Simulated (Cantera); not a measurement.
Charge: 1 mol CaCO3, 0.33 mol H2O, equilibrated at 0.100 bar.

Cantera equilibrium calculation (NASA polynomials, part measured and part estimated; ideal gas, pure solids and liquids). Candidate condensed phases: C, C6H6, C7H8, C8H18, Ca, CaCO3, CaO, Ca(OH)2, H2O; 115 gas species. Rates play no part.

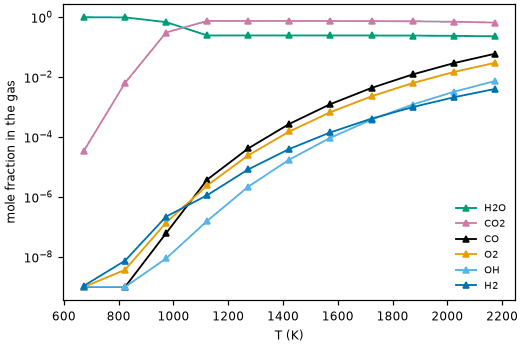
Figure. Equilibrium gas composition (values under 1e-9 drawn at 1e-9)

Task: Read off the mole fractions at 1123 K.

Result: CO2 about 0.75, H2O about 0.25, CO about 3.8e-6, O2 about 2.4e-6, H2 about 1.2e-6, OH about 1.6e-7.
